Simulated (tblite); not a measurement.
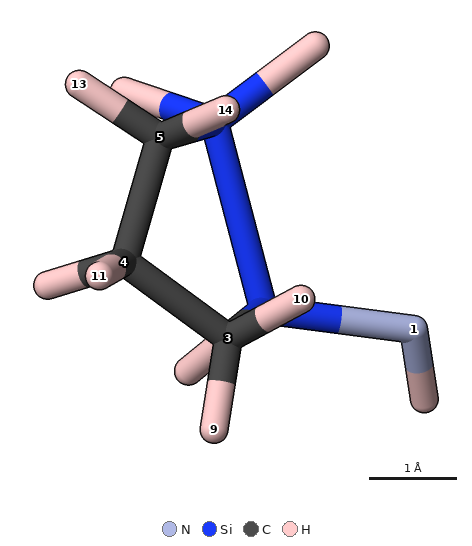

The structure as given in the input (stick view, seen at a tilt; atoms are numbered from 1 in the order of the input). Bond lengths as drawn: C–C 1.51 to 1.52 Å, C–H 1.09 to 1.13 Å, C–Si 1.89 Å, H–N 1.05 Å, H–Si 1.44 to 1.47 Å, N–Si 1.79 Å and Si–Si 2.26 Å.

## Geometry relaxation of C3H10NSi2 (part 1 of 2)

The run: geometry relaxation of C3H10NSi2, multiplicity 2. Method and program: GFN2-xTB geometry optimisation, gas phase (tblite 0.8.0).

It belongs to a series of runs on one base structure; here: H removed from N.

Input file:
```
{"job": {"kind": "relax", "xc": "GFN2-xTB", "basis": "xTB"}, "charge": 0, "multiplicity": 2}
N      2.671400     0.604600     0.871000
Si     1.327200     0.415000    -0.290000
C      0.479800    -1.259900    -0.108500
C     -0.944300    -0.987200    -0.559300
C     -1.578800    -0.014700     0.400800
Si    -0.522800     1.545700     0.341700
H      3.576900     0.677300     0.345600
H      1.689600     0.720300    -1.659200
H      0.984300    -2.049000    -0.667600
H      0.418800    -1.454500     0.993500
H     -1.497500    -1.967300    -0.474700
H     -1.032300    -0.697500    -1.613100
H     -2.580100     0.256700    -0.028800
H     -1.668300    -0.402400     1.429700
H     -0.375500     2.137700     1.674700
H     -0.956000     2.484200    -0.667100
```

The first line tells a small driver script what to run in tblite; the rest is the geometry in Å.

Hardware: 1 CPU thread, shared host.

Run as:
```bash
OMP_NUM_THREADS=1 python <driver script> task.json out
```

What the program printed:
```
step      E/eV     max force
  0    -484.60189    5.090
  1    -485.12985    1.746
  2    -485.21000    1.550
  3    -485.25823    0.744
  4    -485.32242    0.508
  5    -485.34457    0.446
  6    -485.36494    0.387
  7    -485.38590    0.378
  8    -485.40529    0.415
  9    -485.41996    0.315
 10    -485.43082    0.220
 11    -485.44030    0.209
 12    -485.44732    0.189
 13    -485.45246    0.177
 14    -485.45738    0.166
 15    -485.46241    0.159
 16    -485.46700    0.154
 17    -485.47014    0.126
 18    -485.47258    0.111
 19    -485.47526    0.136
 20    -485.47813    0.140
 21    -485.48064    0.123
 22    -485.48190    0.262
 23    -485.48374    0.108
 24    -485.48510    0.106
 25    -485.48809    0.100
 26    -485.48949    0.091
 27    -485.49135    0.094
 28    -485.49240    0.087
 29    -485.49332    0.074
 30    -485.49411    0.058
 31    -485.49504    0.063
 32    -485.49582    0.061
 33    -485.49642    0.063
 34    -485.49694    0.067
 35    -485.49758    0.064
 36    -485.49829    0.062
 37    -485.49887    0.046
 38    -485.49919    0.039
 39    -485.49941    0.043
 40    -485.49965    0.038
 41    -485.49992    0.037
 42    -485.50014    0.033
 43    -485.50029    0.033
 44    -485.50044    0.032
 45    -485.50061    0.033
 46    -485.50076    0.027
 47    -485.50088    0.025
 48    -485.50098    0.028
 49    -485.50110    0.033
 50    -485.50126    0.033
 51    -485.50143    0.034
 52    -485.50156    0.029
 53    -485.50167    0.027
 54    -485.50182    0.036
 55    -485.50200    0.036
 56    -485.50218    0.026
 57    -485.50232    0.030
 58    -485.50245    0.029
 59    -485.50262    0.041
 60    -485.50285    0.042
 61    -485.50309    0.033
 62    -485.50328    0.034
 63    -485.50346    0.038
 64    -485.50370    0.060
 65    -485.50403    0.067
 66    -485.50436    0.046
 67    -485.50458    0.039
 68    -485.50475    0.037
 69    -485.50494    0.048
 70    -485.50517    0.056
 71    -485.50537    0.038
 72    -485.50551    0.036
 73    -485.50560    0.031
 74    -485.50570    0.027
 75    -485.50583    0.031
 76    -485.50597    0.036
 77    -485.50611    0.042
 78    -485.50623    0.042
 79    -485.50637    0.040
 80    -485.50652    0.033
 81    -485.50666    0.024
 82    -485.50676    0.020
 83    -485.50682    0.016
 84    -485.50686    0.016
 85    -485.50691    0.019
 86    -485.50698    0.016
 87    -485.50705    0.013
 88    -485.50709    0.014
 89    -485.50711    0.009
```

Trajectory as extended XYZ (Å, eV, eV/Å), 30 of the 90 frames kept, from step=0 to step=89:
```
16
Properties=species:S:1:pos:R:3:forces:R:3 step=0 energy=-484.60189
N     2.6714    0.6046    0.8710   -1.6040  -0.4830  -2.9640
Si    1.3272    0.4150   -0.2900    4.5550   0.3990   2.2360
C     0.4798   -1.2599   -0.1085   -0.4890   0.1780   0.5930
C    -0.9443   -0.9872   -0.5593   -0.5280  -2.2870   0.3500
C    -1.5788   -0.0147    0.4008   -1.1810   0.7200  -0.7140
Si   -0.5228    1.5457    0.3417   -0.1340   0.7640   1.0240
H     3.5769    0.6773    0.3456   -1.0390   0.1230   0.8470
H     1.6896    0.7203   -1.6592   -0.1300  -0.0570  -0.5510
H     0.9843   -2.0490   -0.6676   -0.1710   0.0710   0.3410
H     0.4188   -1.4545    0.9935    0.3950  -0.3380  -1.0320
H    -1.4975   -1.9673   -0.4747    0.2040   0.5850  -0.2110
H    -1.0323   -0.6975   -1.6131    0.1470   0.2090   0.2660
H    -2.5801    0.2567   -0.0288    0.4500  -0.3840   0.8100
H    -1.6683   -0.4024    1.4297   -0.1310   0.0200  -0.6260
H    -0.3755    2.1377    1.6747   -0.1420   0.1380  -0.1790
H    -0.9560    2.4842   -0.6671   -0.2020   0.3410  -0.1900
16
Properties=species:S:1:pos:R:3:forces:R:3 step=3 energy=-485.25823
N     2.6555    0.5902    0.8084   -0.0860  -0.1930   0.4770
Si    1.4360    0.4145   -0.2610   -0.0450  -0.2440  -0.4830
C     0.4686   -1.2442   -0.0996    0.0320   0.1870  -0.0970
C    -0.9578   -1.0326   -0.5497   -0.0690   0.0520   0.0700
C    -1.5984   -0.0006    0.3771    0.0640   0.0500  -0.1850
Si   -0.5214    1.5633    0.3667    0.1430   0.0230  -0.0360
H     3.5498    0.6869    0.3793    0.6690   0.3020   0.1230
H     1.6780    0.7160   -1.6756   -0.2220  -0.0660  -0.2810
H     0.9757   -2.0408   -0.6496   -0.0980   0.1370   0.1830
H     0.4369   -1.4741    0.9641    0.2580  -0.2870  -0.0740
H    -1.5034   -1.9691   -0.4809   -0.2000  -0.2820  -0.0330
H    -1.0241   -0.6949   -1.5941    0.1110  -0.0450   0.1890
H    -2.5838    0.2453   -0.0018   -0.3520  -0.0620   0.2040
H    -1.6764   -0.3983    1.3987   -0.1170   0.0540  -0.3270
H    -0.3812    2.1503    1.6781   -0.0800   0.2680   0.1940
H    -0.9620    2.4972   -0.6714   -0.0080   0.1050   0.0750
16
Properties=species:S:1:pos:R:3:forces:R:3 step=6 energy=-485.36494
N     2.6695    0.5606    0.8163    0.0790  -0.1450  -0.2320
Si    1.4773    0.3885   -0.2978   -0.0510   0.0720   0.0550
C     0.4647   -1.2244   -0.1004   -0.0040  -0.2470   0.0790
C    -0.9718   -1.0471   -0.5395    0.0160   0.0960  -0.0530
C    -1.6074    0.0141    0.3481   -0.1310   0.0180   0.1170
Si   -0.5035    1.5742    0.3743   -0.0040  -0.0330   0.0100
H     3.5891    0.7285    0.4306    0.0420   0.1940   0.3320
H     1.6442    0.7052   -1.7236   -0.1320  -0.0870  -0.1450
H     0.9636   -2.0262   -0.6295    0.0570  -0.1210  -0.2730
H     0.4774   -1.5140    0.9458    0.0720   0.0320   0.1820
H    -1.5253   -1.9965   -0.4861    0.0870   0.1680   0.0490
H    -1.0082   -0.7008   -1.5717   -0.0100  -0.0910  -0.2200
H    -2.6259    0.2345    0.0312   -0.0460   0.0670  -0.1060
H    -1.6926   -0.3909    1.3540    0.0240   0.0030   0.2050
H    -0.3951    2.1878    1.6976   -0.0740   0.0430  -0.1380
H    -0.9636    2.5155   -0.6605    0.0740   0.0320   0.1390
16
Properties=species:S:1:pos:R:3:forces:R:3 step=9 energy=-485.41996
N     2.6877    0.5192    0.7898    0.1340  -0.0670  -0.0560
Si    1.4877    0.3805   -0.3139   -0.1250  -0.0470  -0.2850
C     0.4653   -1.2461   -0.0920    0.0970   0.1120  -0.1010
C    -0.9757   -1.0404   -0.5395    0.1210   0.0240   0.0420
C    -1.6289    0.0245    0.3475    0.1450  -0.1100   0.0400
Si   -0.4939    1.5723    0.3781   -0.1260  -0.1170   0.0550
H     3.6231    0.7853    0.5117   -0.1710   0.0970   0.1570
H     1.6022    0.6842   -1.7746   -0.1170  -0.1260   0.2590
H     0.9620   -2.0342   -0.6576   -0.1040   0.0110  -0.0430
H     0.5123   -1.5337    0.9597   -0.0700   0.0270  -0.1050
H    -1.5266   -1.9877   -0.4813   -0.0080   0.0900   0.0450
H    -0.9999   -0.7188   -1.5889    0.0040  -0.0500   0.1050
H    -2.6561    0.2385    0.0347    0.1970   0.0430  -0.0730
H    -1.6995   -0.3852    1.3577   -0.0080   0.0540   0.0470
H    -0.4151    2.2181    1.6892   -0.0280  -0.0140  -0.1000
H    -0.9522    2.5324   -0.6319    0.0590   0.0750   0.0120
16
Properties=species:S:1:pos:R:3:forces:R:3 step=12 energy=-485.44732
N     2.6954    0.4845    0.7608   -0.1120  -0.0900   0.0510
Si    1.4876    0.3727   -0.3374    0.0470  -0.0460   0.1770
C     0.4766   -1.2477   -0.0990   -0.0170   0.0190  -0.0570
C    -0.9642   -1.0365   -0.5343   -0.0270  -0.0730   0.0370
C    -1.6239    0.0187    0.3535    0.0920   0.0280   0.0000
Si   -0.5023    1.5605    0.3829    0.0700   0.1060  -0.0810
H     3.6223    0.8306    0.5719   -0.1140   0.1050  -0.0170
H     1.5654    0.6586   -1.7768   -0.0630   0.0060  -0.1310
H     0.9493   -2.0388   -0.6803   -0.0340   0.0050   0.0240
H     0.5216   -1.5384    0.9525   -0.0050   0.0090  -0.1430
H    -1.5266   -1.9720   -0.4715   -0.0140  -0.1090   0.0590
H    -0.9955   -0.7326   -1.5873    0.0010   0.0710   0.0800
H    -2.6430    0.2457    0.0254    0.1510  -0.0200  -0.0360
H    -1.7038   -0.3770    1.3690   -0.0160  -0.0180  -0.0190
H    -0.4293    2.2319    1.6729   -0.0010   0.0040   0.0650
H    -0.9373    2.5489   -0.6138    0.0430   0.0030  -0.0100
16
Properties=species:S:1:pos:R:3:forces:R:3 step=15 energy=-485.46241
N     2.6949    0.4526    0.7574    0.0460  -0.0070   0.1350
Si    1.4918    0.3615   -0.3418   -0.0540   0.0420  -0.0750
C     0.4801   -1.2451   -0.1123   -0.0360  -0.1460   0.0090
C    -0.9616   -1.0445   -0.5263   -0.0450   0.0240  -0.0360
C    -1.6061    0.0187    0.3565   -0.0050   0.0440   0.0370
Si   -0.4965    1.5679    0.3796    0.1170   0.0380   0.0540
H     3.5991    0.8723    0.6065   -0.1480   0.0540  -0.0230
H     1.5333    0.6434   -1.7906   -0.0170   0.0320  -0.0280
H     0.9373   -2.0413   -0.6900    0.0830  -0.0880  -0.1020
H     0.5275   -1.5426    0.9296    0.0450  -0.0380   0.1320
H    -1.5290   -1.9792   -0.4573    0.0470  -0.0270   0.0390
H    -0.9936   -0.7309   -1.5728   -0.0760   0.0250  -0.0660
H    -2.6156    0.2475    0.0153   -0.0270   0.0390  -0.0580
H    -1.7083   -0.3736    1.3701    0.0430  -0.0020   0.0310
H    -0.4377    2.2405    1.6727    0.0130  -0.0230   0.0330
H    -0.9232    2.5619   -0.6081    0.0130   0.0340  -0.0800
16
Properties=species:S:1:pos:R:3:forces:R:3 step=18 energy=-485.47258
N     2.6870    0.4320    0.7676   -0.0830   0.0550  -0.0480
Si    1.4875    0.3576   -0.3433    0.0100  -0.0860  -0.0580
C     0.4814   -1.2603   -0.1205    0.0640   0.0040   0.0180
C    -0.9623   -1.0468   -0.5245    0.0520   0.0050   0.0100
C    -1.5931    0.0229    0.3633   -0.0130   0.0080  -0.0590
Si   -0.4803    1.5764    0.3798   -0.0140  -0.0330   0.0160
H     3.5647    0.9052    0.6205   -0.0810   0.0290   0.0120
H     1.5130    0.6389   -1.8000    0.0210   0.0310   0.0840
H     0.9388   -2.0537   -0.7084    0.0070  -0.0100   0.0150
H     0.5335   -1.5475    0.9273    0.0440  -0.0850  -0.0110
H    -1.5239   -1.9852   -0.4427   -0.0040   0.0500  -0.0150
H    -1.0040   -0.7265   -1.5710   -0.0670  -0.0550   0.0070
H    -2.5949    0.2549    0.0000   -0.0440   0.0580   0.0490
H    -1.7047   -0.3713    1.3771    0.0340   0.0560  -0.0460
H    -0.4400    2.2408    1.6771    0.0270   0.0020   0.0330
H    -0.9104    2.5714   -0.6137    0.0450  -0.0290  -0.0070
16
Properties=species:S:1:pos:R:3:forces:R:3 step=21 energy=-485.48064
N     2.6698    0.4233    0.7690   -0.0870   0.0350  -0.0070
Si    1.4871    0.3393   -0.3565   -0.0410  -0.0280   0.0990
C     0.4908   -1.2744   -0.1246   -0.0490   0.0060  -0.0300
C    -0.9564   -1.0487   -0.5217   -0.0240  -0.0160   0.0070
C    -1.5853    0.0298    0.3584    0.0250   0.0200  -0.0080
Si   -0.4676    1.5796    0.3849   -0.0550   0.0180  -0.0340
H     3.5208    0.9419    0.6394    0.0620   0.0730   0.0200
H     1.4976    0.6405   -1.7986    0.0410   0.0400  -0.0770
H     0.9416   -2.0666   -0.7219   -0.0400   0.0070   0.0450
H     0.5498   -1.5697    0.9235    0.0130  -0.0430  -0.1110
H    -1.5211   -1.9828   -0.4324   -0.0420   0.0010   0.0150
H    -1.0229   -0.7337   -1.5688    0.0630  -0.0630   0.0020
H    -2.5877    0.2711   -0.0029    0.0260   0.0050   0.0470
H    -1.6960   -0.3587    1.3734    0.0040   0.0360  -0.0080
H    -0.4377    2.2428    1.6863    0.0300  -0.0180  -0.0260
H    -0.8905    2.5751   -0.6189    0.0730  -0.0750   0.0650
16
Properties=species:S:1:pos:R:3:forces:R:3 step=25 energy=-485.48809
N     2.6538    0.4313    0.7729   -0.0760   0.0260   0.0090
Si    1.4774    0.3297   -0.3577    0.0420   0.0480  -0.0580
C     0.4873   -1.2864   -0.1352    0.0460   0.0220  -0.0020
C    -0.9601   -1.0532   -0.5195   -0.0030  -0.0300  -0.0060
C    -1.5758    0.0365    0.3564   -0.0250  -0.0430   0.0010
Si   -0.4626    1.5809    0.3872    0.0800  -0.0590   0.0090
H     3.4887    0.9796    0.6597    0.0440   0.0530   0.0090
H     1.4941    0.6476   -1.8064    0.0250  -0.0140   0.0700
H     0.9356   -2.0789   -0.7306   -0.0390  -0.0070  -0.0710
H     0.5622   -1.5947    0.9049   -0.0350  -0.0140   0.0300
H    -1.5296   -1.9821   -0.4189   -0.0690  -0.0160   0.0190
H    -1.0230   -0.7517   -1.5701    0.0090  -0.0230  -0.0060
H    -2.5767    0.2842    0.0012   -0.0370   0.0000   0.0050
H    -1.6877   -0.3429    1.3736    0.0070  -0.0120   0.0230
H    -0.4294    2.2396    1.6869    0.0240   0.0100   0.0260
H    -0.8620    2.5695   -0.6160    0.0070   0.0600  -0.0570
16
Properties=species:S:1:pos:R:3:forces:R:3 step=28 energy=-485.49240
N     2.6333    0.4474    0.7798   -0.0020   0.0560   0.0050
Si    1.4716    0.3266   -0.3645    0.0530  -0.0580   0.0230
C     0.4878   -1.2992   -0.1454    0.0190   0.0060   0.0080
C    -0.9646   -1.0612   -0.5182    0.0240  -0.0190   0.0250
C    -1.5695    0.0389    0.3556    0.0000  -0.0090  -0.0050
Si   -0.4472    1.5767    0.3900    0.0070   0.0230  -0.0460
H     3.4556    1.0200    0.6791   -0.0070   0.0020   0.0130
H     1.4956    0.6540   -1.8061    0.0250  -0.0230  -0.0010
H     0.9260   -2.0926   -0.7501   -0.0410   0.0510  -0.0570
H     0.5697   -1.6202    0.8919   -0.0290   0.0330  -0.0010
H    -1.5451   -1.9831   -0.4028   -0.0120   0.0030  -0.0050
H    -1.0238   -0.7721   -1.5733   -0.0490  -0.0030   0.0390
H    -2.5701    0.2972    0.0049   -0.0160  -0.0300   0.0070
H    -1.6778   -0.3300    1.3778   -0.0090  -0.0490  -0.0150
H    -0.4171    2.2362    1.6904    0.0190   0.0040   0.0030
H    -0.8321    2.5703   -0.6205    0.0180   0.0140   0.0070
16
Properties=species:S:1:pos:R:3:forces:R:3 step=31 energy=-485.49504
N     2.6259    0.4643    0.7871    0.0110   0.0080   0.0440
Si    1.4770    0.3207   -0.3657   -0.0140  -0.0140   0.0100
C     0.4883   -1.3013   -0.1487   -0.0560  -0.0150  -0.0130
C    -0.9660   -1.0667   -0.5148   -0.0400   0.0490  -0.0050
C    -1.5681    0.0374    0.3556    0.0030   0.0290   0.0230
Si   -0.4401    1.5763    0.3858   -0.0530  -0.0030   0.0210
H     3.4482    1.0349    0.6861    0.0200   0.0240   0.0070
H     1.5037    0.6524   -1.8047    0.0300  -0.0360  -0.0290
H     0.9151   -2.0896   -0.7665    0.0140   0.0050  -0.0080
H     0.5662   -1.6242    0.8875    0.0290  -0.0060  -0.0010
H    -1.5547   -1.9846   -0.3973    0.0560   0.0120   0.0100
H    -1.0291   -0.7802   -1.5692   -0.0490   0.0100  -0.0100
H    -2.5709    0.2952    0.0083    0.0180  -0.0270   0.0030
H    -1.6759   -0.3339    1.3775    0.0020  -0.0140  -0.0100
H    -0.4080    2.2343    1.6907    0.0150  -0.0230  -0.0550
H    -0.8193    2.5742   -0.6231    0.0140   0.0000   0.0140
16
Properties=species:S:1:pos:R:3:forces:R:3 step=34 energy=-485.49694
N     2.6186    0.4795    0.7970   -0.0180  -0.0120  -0.0040
Si    1.4791    0.3143   -0.3641    0.0110   0.0460  -0.0010
C     0.4838   -1.3055   -0.1536    0.0230   0.0380  -0.0150
C    -0.9708   -1.0656   -0.5129    0.0030  -0.0030  -0.0200
C    -1.5665    0.0392    0.3585   -0.0250  -0.0220  -0.0020
Si   -0.4395    1.5751    0.3835    0.0110  -0.0220  -0.0100
H     3.4404    1.0518    0.6939   -0.0090   0.0050   0.0040
H     1.5140    0.6460   -1.8064    0.0270  -0.0560   0.0240
H     0.9078   -2.0879   -0.7817    0.0040  -0.0080   0.0330
H     0.5676   -1.6299    0.8824    0.0180  -0.0310  -0.0390
H    -1.5556   -1.9839   -0.3901    0.0120  -0.0120   0.0200
H    -1.0412   -0.7859   -1.5682   -0.0320   0.0370  -0.0210
H    -2.5690    0.2922    0.0107   -0.0290   0.0080   0.0080
H    -1.6730   -0.3377    1.3778    0.0030   0.0110   0.0230
H    -0.3981    2.2300    1.6852    0.0100   0.0100   0.0120
H    -0.8052    2.5770   -0.6235   -0.0080   0.0100  -0.0100
16
Properties=species:S:1:pos:R:3:forces:R:3 step=37 energy=-485.49887
N     2.6096    0.4941    0.8084    0.0080  -0.0010  -0.0150
Si    1.4818    0.3149   -0.3624   -0.0160   0.0080   0.0190
C     0.4818   -1.3037   -0.1615    0.0360   0.0040  -0.0100
C    -0.9759   -1.0639   -0.5146    0.0310  -0.0320   0.0110
C    -1.5693    0.0385    0.3609   -0.0070  -0.0120  -0.0080
Si   -0.4388    1.5711    0.3804    0.0200   0.0250  -0.0250
H     3.4303    1.0685    0.7009   -0.0250  -0.0130   0.0170
H     1.5315    0.6299   -1.8048    0.0260  -0.0270  -0.0170
H     0.9027   -2.0871   -0.7902    0.0080   0.0110  -0.0190
H     0.5729   -1.6412    0.8702   -0.0230   0.0160  -0.0250
H    -1.5528   -1.9852   -0.3801   -0.0160  -0.0140  -0.0140
H    -1.0607   -0.7845   -1.5702    0.0090   0.0080   0.0260
H    -2.5728    0.2901    0.0158   -0.0330   0.0140   0.0200
H    -1.6694   -0.3391    1.3806   -0.0050   0.0170   0.0170
H    -0.3857    2.2265    1.6808    0.0010   0.0130   0.0200
H    -0.7927    2.5803   -0.6256   -0.0150  -0.0150   0.0040
16
Properties=species:S:1:pos:R:3:forces:R:3 step=40 energy=-485.49965
N     2.6080    0.4979    0.8109   -0.0010  -0.0090   0.0060
Si    1.4823    0.3169   -0.3613   -0.0100  -0.0050  -0.0240
C     0.4836   -1.3021   -0.1656   -0.0260  -0.0180  -0.0030
C    -0.9759   -1.0659   -0.5138   -0.0240   0.0190   0.0080
C    -1.5714    0.0371    0.3618    0.0110   0.0190   0.0130
Si   -0.4373    1.5712    0.3777   -0.0200  -0.0060   0.0230
H     3.4276    1.0735    0.7067   -0.0090  -0.0030   0.0110
H     1.5406    0.6191   -1.8066    0.0220  -0.0100  -0.0080
H     0.9016   -2.0846   -0.7965    0.0260   0.0080  -0.0270
H     0.5722   -1.6427    0.8640    0.0040   0.0030   0.0180
H    -1.5534   -1.9875   -0.3786    0.0110   0.0000  -0.0160
H    -1.0656   -0.7831   -1.5677    0.0130  -0.0070   0.0070
H    -2.5776    0.2892    0.0202    0.0200  -0.0030   0.0170
H    -1.6695   -0.3383    1.3832    0.0030   0.0210  -0.0030
H    -0.3817    2.2272    1.6800   -0.0010  -0.0040  -0.0130
H    -0.7913    2.5812   -0.6259   -0.0200  -0.0060  -0.0090
16
Properties=species:S:1:pos:R:3:forces:R:3 step=43 energy=-485.50029
N     2.6039    0.4981    0.8126   -0.0310  -0.0110   0.0000
Si    1.4811    0.3163   -0.3630    0.0190  -0.0120  -0.0130
C     0.4833   -1.3043   -0.1704   -0.0060   0.0130   0.0130
C    -0.9776   -1.0659   -0.5117   -0.0040   0.0020  -0.0080
C    -1.5708    0.0387    0.3641    0.0060  -0.0080   0.0090
Si   -0.4375    1.5717    0.3776    0.0040  -0.0020  -0.0080
H     3.4187    1.0814    0.7166   -0.0010  -0.0030   0.0020
H     1.5505    0.6073   -1.8104    0.0120   0.0050   0.0010
H     0.9043   -2.0821   -0.8069   -0.0140   0.0220   0.0070
H     0.5739   -1.6458    0.8589    0.0150  -0.0140   0.0030
H    -1.5522   -1.9892   -0.3781   -0.0100   0.0060   0.0030
H    -1.0696   -0.7831   -1.5647    0.0070   0.0050  -0.0190
H    -2.5781    0.2902    0.0262    0.0150  -0.0020   0.0000
H    -1.6682   -0.3329    1.3863    0.0110  -0.0030   0.0170
H    -0.3785    2.2279    1.6786   -0.0020   0.0040   0.0020
H    -0.7909    2.5807   -0.6271   -0.0210  -0.0040  -0.0090
```
